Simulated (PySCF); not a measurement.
# BH5S (SMILES [BH3-][SH2+]) at 6 levels

Aim: a comparison of 6 runs (B3LYP/STO-3G, PBE/STO-3G, SVWN5/STO-3G, r2SCAN/STO-3G, wB97X-V/STO-3G, UMP2/STO-3G) of BH5S. Input form: a Python script.

The calculation is run with PySCF 2.14.0.

### 1 The molecule

BH5S: 7 atoms, total charge 0, spin state singlet. As SMILES, `[BH3-][SH2+]`. The B1–H3 distance was set to 2.173 Å, away from the relaxed value. At this shape a bond of the SMILES string is far longer than usual.

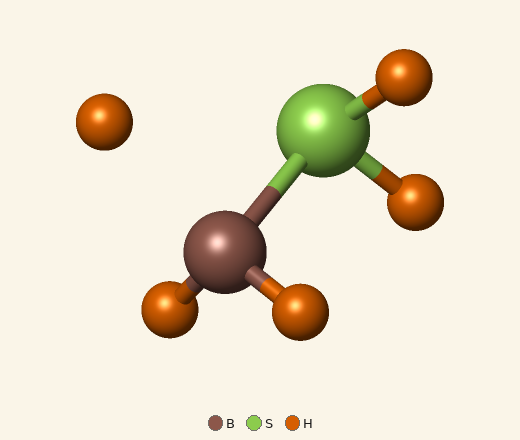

Viewed from a chosen angle; boron brown, sulfur green, hydrogen orange.

### 2 A single-point energy at B3LYP/STO-3G (run 1)

run.py

```python
from pyscf import gto, dft

mol = gto.M(
    atom=[
    ('B', (0.352475, -0.859818, -0.562540)),
    ('S', (1.446675, 0.579282, 0.232660)),
    ('H', (-1.623200, 0.036400, -0.431500)),
    ('H', (0.533675, -1.845918, 0.101460)),
    ('H', (0.802675, -0.880418, -1.682740)),
    ('H', (1.164075, 0.505482, 1.546660)),
    ('H', (2.653475, 0.007182, 0.400660)),
],
    verbose=4,
    basis='sto-3g',
    max_memory=1860,
    spin=0,
    charge=0,
)

myscf = dft.RKS(mol)
myscf.xc = 'b3lyp'
myscf.conv_tol = 1e-10
myscf.grids.level = 5
myscf.kernel()
if not myscf.converged:
    myscf = myscf.newton().run(myscf.mo_coeff, myscf.mo_occ)

etot = myscf.e_tot
print('E = %.10f Eh' % etot)
```

On the command line:

```bash
$ OMP_NUM_THREADS=1 python run.py
```

The program printed:

```text
PySCF version 2.14.0

[... 73 lines left out ...]
converged SCF energy = -421.136042695912
E = -421.1360426959 Eh
```

It took 3.6 s on 1 thread of Arm Neoverse V1, shared host; peak memory 0.2 GiB.

### 3 A single-point energy at PBE/STO-3G (run 2)

run.py

```python
from pyscf import gto, dft

mol = gto.M(
    atom='''
B      0.666081    -1.624821    -1.063047
S      2.733820     1.094684     0.439664
H     -3.067403     0.068786    -0.815417
H      1.008500    -3.488279     0.191732
H      1.516836    -1.663749    -3.179918
H      2.199783     0.955223     2.922764
H      5.014341     0.013572     0.757138
''',
    unit='bohr',
    verbose=4,
    basis='sto-3g',
    max_memory=1860,
)

calc0 = dft.RKS(mol)
calc0.xc = 'pbe'
calc0.conv_tol = 1e-10
calc0.grids.level = 5
calc0.kernel()
if not calc0.converged:
    calc0 = calc0.newton().run(calc0.mo_coeff, calc0.mo_occ)

etot = calc0.e_tot
print('Final energy', etot)
```

On the command line:

```bash
$ OMP_NUM_THREADS=1 python run.py
```

The program printed:

```text
PySCF version 2.14.0

[... 80 lines left out ...]
converged SCF energy = -420.891519684282
Final energy -420.89151968428234
```

Wall time 3.9 s (1 thread of Arm Neoverse V1, shared host); peak memory 0.2 GiB.

Runs 3 to 5 aren't shown in full; the table further down has their settings and results.

### 4 A single-point energy at UMP2/STO-3G (run 6)

geometry.xyz

```xyz
7
BH5S
B      0.352475    -0.859818    -0.562540
S      1.446675     0.579282     0.232660
H     -1.623200     0.036400    -0.431500
H      0.533675    -1.845918     0.101460
H      0.802675    -0.880418    -1.682740
H      1.164075     0.505482     1.546660
H      2.653475     0.007182     0.400660
```

input.py

```python
from pyscf import gto, scf, mp

mol = gto.M(
    atom='geometry.xyz',
    verbose=3,
    max_memory=1860,
    basis='sto-3g',
    spin=0,
)

hf = scf.UHF(mol)
hf.conv_tol = 1e-10
hf.kernel()
if not hf.converged:
    hf = hf.newton().run(hf.mo_coeff, hf.mo_occ)
for _ in range(3):
    mo, _, stable, _ = hf.stability(return_status=True)
    if stable:
        break
    hf.kernel(hf.make_rdm1(mo, hf.mo_occ))

pt = mp.MP2(hf, frozen=6).run()
etot = pt.e_tot
print('E(%s) = %.9f' % ('MP2', etot))
```

On the command line:

```bash
$ OMP_NUM_THREADS=1 python input.py
```

The program printed:

```text
converged SCF energy = -420.203420197921  <S^2> = 5.21716e-12  2S+1 = 1
<class 'pyscf.scf.uhf.UHF'> wavefunction has an internal instability
converged SCF energy = -420.246845562452  <S^2> = 0.72241815  2S+1 = 1.9722253
<class 'pyscf.scf.uhf.UHF'> wavefunction is stable in the internal stability analysis
E(UMP2) = -420.313526260168  E_corr = -0.0666806977162852
E(SCS-UMP2) = -420.323811042032  E_corr = -0.0769654795798801
E(MP2) = -420.313526260
```

Run time: 0.86 s. Hardware: 1 thread of Arm Neoverse V1, shared host; peak memory 0.12 GiB.

### 5 Overview of the runs

```tsv
run	level	nlc grid	integration grid	energy (Eh)	dipole moment (D) of the reference	HOMO energy (eV)	LUMO energy (eV)	wall time
1	B3LYP/STO-3G	–	5	-421.136043	5.61	-2.97	3.08	3.6 s
2	PBE/STO-3G	–	5	-420.891520	5.55	-2.07	2.29	3.9 s
3	SVWN5/STO-3G	–	5	-419.374948	5.55	-1.87	2.54	2.5 s
4	r2SCAN/STO-3G	–	5	-421.086608	5.64	-2.30	2.45	4.8 s
5	wB97X-V/STO-3G	1	5	-421.056045	5.74	-5.36	5.82	25 s
6	UMP2/STO-3G	–	–	-420.313526	4.93	-5.94	9.37	0.86 s
```

### 6 Results

| quantity | value |
| --- | --- |
| run 6: total energy | -420.31353 Eh |
| run 6: dipole moment (Hartree–Fock density) | 4.93 D |
| run 6: HOMO energy (Hartree–Fock orbitals) | -5.94 eV |
| run 6: LUMO energy (Hartree–Fock orbitals) | 9.37 eV |
| run 6: HOMO–LUMO gap (Hartree–Fock orbitals) | 15.31 eV |
| run 6: correlation energy (6 core orbitals frozen) | -66.7 mEh |
| run 6: ⟨S²⟩ of the reference determinant | 0.722 |

What this shows: Over runs 1, 2, 3, 4, 5 the dipole moment (its size) runs from 5.55 D (PBE/STO-3G) to 5.74 D (wB97X-V/STO-3G). Over runs 1, 2, 3, 4, 5 the HOMO–LUMO gap runs from 4.36 eV (PBE/STO-3G) to 11.18 eV (wB97X-V/STO-3G). Totals of different functionals can't be ranked against each other. In runs 1, 2, 3, 4, 5, 6 the basis is minimal, so the values are rough. Spin contamination of the reference: run 6 ⟨S²⟩ = 0.72. Where it is this large, the reference is a mixture of spin states, and values that rest on it are in doubt. All runs together took 40 s, the longest 25 s.
